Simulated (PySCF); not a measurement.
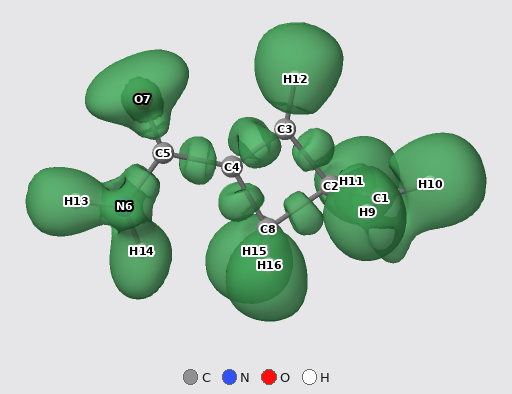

The picture shows: C6H8NO (doublet). Isosurface of the electron localisation function at 0.75 (green), seen across its widest extent. Core shells and regions of very low density are left out.

Geometry: GFN2-xTB.

These are results of PySCF 2.14.0, density-fitted response routines, UKS B3LYP, pcH-1 on C H N O, non-relativistic, mean-field spin-orbit, GIAO, not measurements.

```yaml
atoms:
  - { symbol: C, position_ang: [-2.3162, 0.4466, -1.1106] }
  - { symbol: C, position_ang: [-1.5808, -0.1827, -0.0213] }
  - { symbol: C, position_ang: [-0.7125, 0.7955, 0.7735] }
  - { symbol: C, position_ang: [0.4365, 0.1959, 0.4450] }
  - { symbol: C, position_ang: [1.8437, 0.4678, 0.7728] }
  - { symbol: N, position_ang: [2.7166, -0.4226, 0.2310] }
  - { symbol: O, position_ang: [2.2070, 1.3979, 1.4632] }
  - { symbol: C, position_ang: [-0.2280, -0.8760, -0.3854] }
  - { symbol: H, position_ang: [-1.7791, 0.9100, -1.9159] }
  - { symbol: H, position_ang: [-3.3690, 0.6327, -1.0279] }
  - { symbol: H, position_ang: [-2.2309, -0.7844, 0.6167] }
  - { symbol: H, position_ang: [-0.9759, 1.6696, 1.3372] }
  - { symbol: H, position_ang: [3.7002, -0.3071, 0.4067] }
  - { symbol: H, position_ang: [2.4094, -1.1878, -0.3406] }
  - { symbol: H, position_ang: [-0.1323, -1.8922, -0.0049] }
  - { symbol: H, position_ang: [0.0037, -0.8542, -1.4486] }
```

**Describe the localisation domains.**

At this value the surface marks out five regions between bonded C–C atoms (shared pairs), four regions around hydrogen nuclei, one region on O in which the atom's valence shell and bonds are merged, one joined region spread over several atoms (C, H), in which their bonds and any lone pairs are merged and one joined region spread over several atoms (H, N), in which their bonds and any lone pairs are merged.

Values along the shortest contacts:
C–O (1.21 Å): the ELF peaks at about 0.85 between the atoms (a multiple bond). C–C (1.34 Å): the ELF peaks at about 0.90 between the atoms; a short, multiple covalent bond.
